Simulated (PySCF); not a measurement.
## C4H13PSi2: X-ray absorption calculation

The run: X-ray absorption calculation of C4H13PSi2. Method and program: core-valence-separated TDA BHandHLYP/aug-pcX-1 H:pcseg-1 P:def2-SVPD Si:def2-SVPD, K edges, non-relativistic, gas phase (PySCF 2.14.0).

The geometry comes from this level: PBE0-D3(BJ)/def2-SVP.

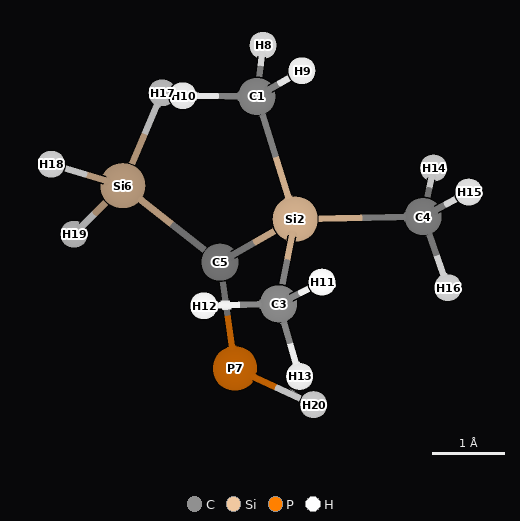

Figure 1. The input geometry (ball-and-stick view, seen at a tilt; atoms are numbered from 1 in the order of the input).

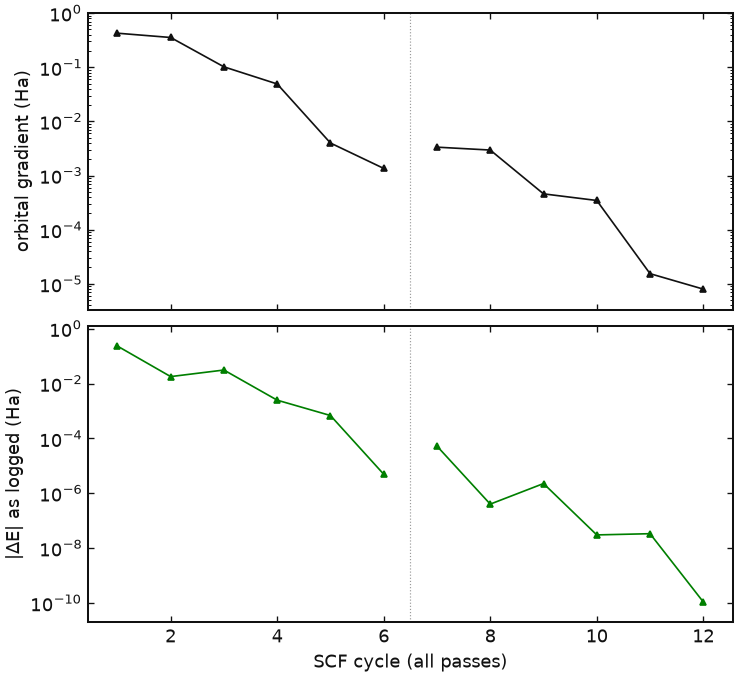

Figure 2. Convergence of the self-consistent field: orbital gradient and size of the energy change against the SCF cycle. The dotted line marks the change from a coarse to the final integration grid. The first 6 cycles use a coarse grid, the final grid takes over at cycle 7, and the field converges after 12 cycles in all.

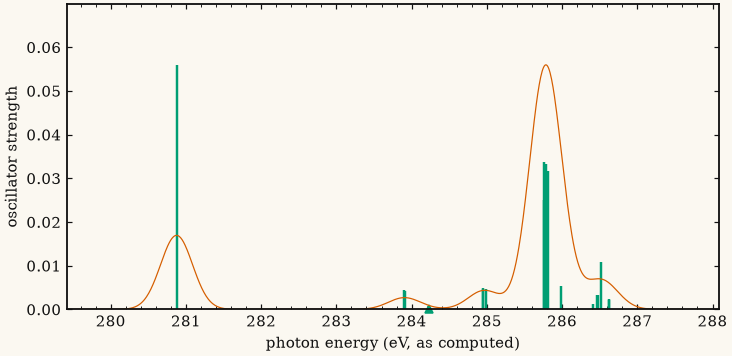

Figure 3. Core excitations at the C K edge, with a Gaussian envelope of 0.5 eV full width. The first lies at 280.88 eV, the strongest at 280.88 eV (f = 0.056).

The input and output of the run follow.

## Input
```
{"job": {"kind": "xas", "xc": "BHandHLYP", "basis": {"default": "aug-pcX-1", "H": "pcseg-1", "P": "def2-SVPD", "Si": "def2-SVPD"}}, "charge": 0, "multiplicity": 1}
C      0.142872    -1.705917     0.918409
Si    -0.482241    -0.223613    -0.058594
C     -1.921443     0.572968     0.853515
C     -1.019680    -0.779994    -1.772224
C      0.893484     1.066307    -0.235838
Si     2.574000     0.769990     0.535085
P      0.695904     2.513552    -1.062100
H      1.012134    -2.177804     0.433815
H     -0.649373    -2.467805     0.998147
H      0.435941    -1.423086     1.941980
H     -2.754833    -0.138816     0.967703
H     -1.613400     0.903012     1.857997
H     -2.297300     1.453406     0.309553
H     -0.180624    -1.234381    -2.321712
H     -1.824824    -1.529136    -1.699063
H     -1.397742     0.066446    -2.366126
H      3.182323    -0.486604    -0.005740
H      2.442358     0.599894     2.016891
H      3.492270     1.916015     0.255394
H     -0.678876     2.372351    -1.492305
```

The first line tells a small driver script what to run in PySCF; the rest is the geometry in Å.

Launch command:
```bash
OMP_NUM_THREADS=1 python <driver script> task.json out
```

## Output
```
coarse grid: 17280 points
cycle   1  E = -1080.0212528331  dE =  2.327e-01  |g| = 4.268e-01  |ddm| = 5.159e+00
cycle   2  E = -1080.0391827230  dE = -1.793e-02  |g| = 3.557e-01  |ddm| = 1.056e+00
cycle   3  E = -1080.0703001372  dE = -3.112e-02  |g| = 1.020e-01  |ddm| = 4.839e-01
cycle   4  E = -1080.0727793233  dE = -2.479e-03  |g| = 4.920e-02  |ddm| = 1.927e-01
cycle   5  E = -1080.0734629686  dE = -6.836e-04  |g| = 3.987e-03  |ddm| = 7.233e-02
cycle   6  E = -1080.0734679265  dE = -4.958e-06  |g| = 1.353e-03  |ddm| = 9.852e-03
final grid: 150448 points
cycle   7  E = -1080.1731668886  dE = -5.247e-05  |g| = 3.342e-03  |ddm| = 5.035e-02
cycle   8  E = -1080.1731672920  dE = -4.034e-07  |g| = 2.955e-03  |ddm| = 7.312e-03
cycle   9  E = -1080.1731695589  dE = -2.267e-06  |g| = 4.582e-04  |ddm| = 3.618e-03
cycle  10  E = -1080.1731695893  dE = -3.045e-08  |g| = 3.456e-04  |ddm| = 9.617e-04
cycle  11  E = -1080.1731696230  dE = -3.372e-08  |g| = 1.534e-05  |ddm| = 4.249e-04
cycle  12  E = -1080.1731696231  dE = -1.096e-10  |g| = 7.947e-06  |ddm| = 6.526e-05
converged SCF energy = -1080.1731696231

C K edge
   eV          f      from atoms
  280.875   0.05597   C4
  283.892   0.00450   C2
  283.911   0.00432   C3
  284.226   0.00030   C0
  284.954   0.00495   C2
  284.955   0.00463   C3
  284.987   0.00477   C0
  285.758   0.02504   C2 C3
  285.761   0.03375   C3 C2
  285.769   0.03178   C0
  285.782   0.02693   C3
  285.793   0.03319   C2
  285.819   0.03176   C0
  285.992   0.00530   C4
  286.407   0.00128   C0
  286.471   0.00329   C2
  286.484   0.00320   C3
  286.517   0.01095   C4
  286.619   0.00206   C2
  286.629   0.00232   C3
```

## Key numbers

| quantity | value |
| --- | --- |
| outcome | converged |
| total energy | −1080.173170 hartree |
| HOMO | −8.42 eV |
| LUMO | −1.23 eV |
| dipole moment | 1.46 D |
| hardware | 1 CPU thread, shared host |
| wall time | 54 s |
| peak memory | 1.2 GiB |
